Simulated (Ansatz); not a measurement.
# Frequency calculation of GePH5ClF

GePH5ClF, computed with RKS revPBE-D4/def2-SVP (Ansatz 0.2.0).

It belongs to a series of runs on one base structure; here: vibrations at the highest image of the band. Figures and captions count atoms from 1; the log counts them from 0 in places.

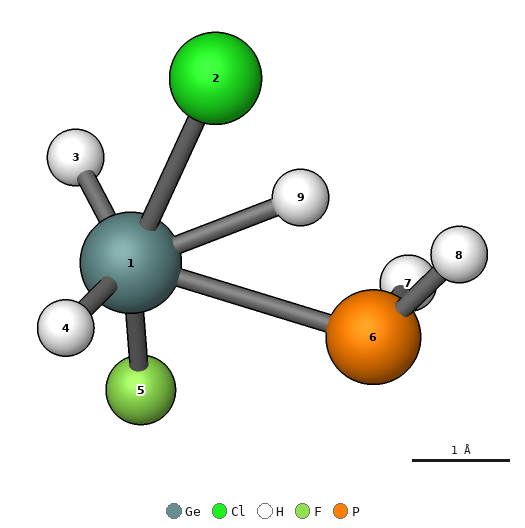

**Figure 1.** The structure (ball-and-stick view, seen at a tilt; atoms are numbered from 1 in the order of the input). Sticks mark near contacts. Bond lengths as drawn: Cl–Ge 2.54 Å, F–Ge 1.80 Å, Ge–H 1.54 to 1.95 Å, Ge–P 2.63 Å and H–P 1.44 Å.

## The input
```yaml
crystal:
  periodic: [false, false, false]
  atoms:
    - { symbol: Ge, position_ang: [-0.228745, 0.129747, -0.05552] }
    - { symbol: Cl, position_ang: [0.189358, 0.629466, 2.397994] }
    - { symbol: H, position_ang: [0.950755, -0.853434, 0.054215] }
    - { symbol: H, position_ang: [-0.192615, 1.618837, -0.434876] }
    - { symbol: F, position_ang: [-1.056737, -0.642864, -1.453394] }
    - { symbol: P, position_ang: [-2.676626, -0.310321, 0.80168] }
    - { symbol: H, position_ang: [-2.538879, -1.737163, 0.895577] }
    - { symbol: H, position_ang: [-2.883839, -0.128504, 2.219996] }
    - { symbol: H, position_ang: [-1.211374, -0.123965, 1.608128] }
basis:
  gaussian: { orbitals: def2-SVP }
hamiltonian:
  xc: revpbe
  dispersion: d4
phonons: {}
```

Hardware: 2 threads of Intel Xeon (Sapphire Rapids), 32 GiB of memory available, shared host.

Command:
```bash
ansatz run input.yaml --threads 2 --pin off --max-ram 3072MiB --backend cpu --events-out ev --progress --plain --runs-dir out
```

## Output
```
Engine: ansatz 0.2.0, x86_64-unknown-linux-gnu
Functional definition: revPBE
  parameter kappa = 1.245
  parameter beta = 0.06672455060314922
  exchange = pbe_x(kappa = kappa, mu = beta*pi^2/3)
  correlation = pbe_c(beta = beta)
1191 factors; their error is unknown
mean field evaluation 1: about -81099.2046 eV, gradient 4.2e1 eV
mean field evaluation 2: about -81079.5032 eV, gradient 1.2e2 eV
mean field evaluation 4: about -81101.8782 eV, gradient 6.8e0 eV
mean field evaluation 8: about -81101.9717 eV, gradient 2.2e-1 eV
mean field evaluation 16: about -81101.9109 eV, gradient 5.7e-5 eV
mean field -81101.91088301 eV, -2980.4402521012 hartree, gradient 5.7e-5 eV, S^2 0.000000; 0 other end points of the search recorded, 0 dependent functions left out
the calculation of the forces begins
reference -81101.91092193 eV, -2980.4402535313 hartree; 39, 39 occupied and 68, 68 virtual orbitals, 1191 factors
these checks for a lower state are left out or cut short: stability, starts, cluster_reference, orbital_swaps, neighbouring_geometries, increment
1191 factors; their error is unknown
mean field -81101.91089230 eV, -2980.4402524425 hartree, gradient 9.6e-7 eV, S^2 0.000000; 0 other end points of the search recorded, 0 dependent functions left out
[... from here on the field's lines of each further geometry are left out, up to the last ...]
the calculation of the forces begins
reference -81101.91091280 eV, -2980.4402531958 hartree; 39, 39 occupied and 68, 68 virtual orbitals, 1191 factors
these checks for a lower state are left out or cut short: stability, starts, cluster_reference, orbital_swaps, neighbouring_geometries, increment
1191 factors; their error is unknown
mean field -81101.91088261 eV, -2980.4402520863 hartree, gradient 1.4e-6 eV, S^2 0.000000; 0 other end points of the search recorded, 0 dependent functions left out
the calculation of the forces begins
reference -81101.91092153 eV, -2980.4402535164 hartree; 39, 39 occupied and 68, 68 virtual orbitals, 1191 factors
WARN: phonons: modes at or below zero, which the zero-point energy, F, S and C_V leave out: 1, the lowest at -661.78 cm⁻¹. A minimum has none, and a first-order saddle one
Total energy: -81102.53015790 eV, -2980.4630100335 hartree
Atom 0 at    -0.228745     0.129747    -0.055520 Å, force    -0.000218     0.000290     0.000197 eV/Å
Atom 1 at     0.189358     0.629466     2.397994 Å, force     0.000160     0.000223     0.000218 eV/Å
Atom 2 at     0.950755    -0.853434     0.054215 Å, force    -0.000152     0.000028    -0.000118 eV/Å
Atom 3 at    -0.192615     1.618837    -0.434876 Å, force     0.000037    -0.000101     0.000028 eV/Å
Atom 4 at    -1.056737    -0.642864    -1.453394 Å, force     0.000105    -0.000234     0.000080 eV/Å
Atom 5 at    -2.676626    -0.310321     0.801680 Å, force     0.000279     0.000168     0.000261 eV/Å
Atom 6 at    -2.538879    -1.737163     0.895577 Å, force    -0.000089     0.000042    -0.000078 eV/Å
Atom 7 at    -2.883839    -0.128504     2.219996 Å, force    -0.000012    -0.000036    -0.000093 eV/Å
Atom 8 at    -1.211374    -0.123965     1.608128 Å, force    -0.000110    -0.000380    -0.000496 eV/Å
Dipole moment:    -0.108016    -0.083928    -0.015688 e Å
Vibrations: -661.78 79.27 168.75 179.78 208.05 231.62 296.15 412.69 560.29 582.87 633.34 700.89 740.19 853.05 935.26 1052.50 1063.16 2110.81 2163.75 2301.77 2361.08 cm⁻¹, zero-point energy 1.093247 eV
```

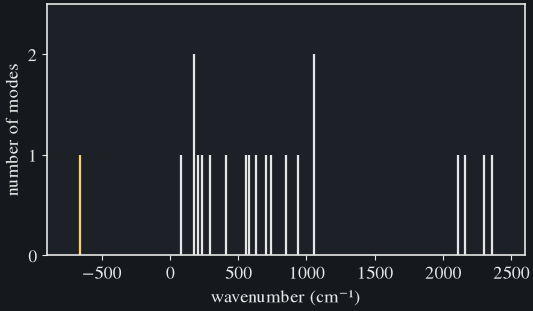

**Figure 2.** Harmonic vibrational wavenumbers from the force constants; neighbouring modes closer than 14 cm⁻¹ are counted in one stick, and imaginary ones are drawn at negative wavenumbers. 21 modes from 662i to 2361 cm⁻¹, 1 imaginary beyond 8i (662i cm⁻¹): a first-order saddle point, if the geometry is stationary.

## Results in brief

| quantity | value |
| --- | --- |
| outcome | converged |
| total energy | −81102.5302 eV |
| mean-field energy | −81101.9109 eV |
| largest force (length of the vector) | 0.001 eV/Å |
| wall time | 51 s (CPU time 98 s) |
| peak memory | 0.17 GiB |
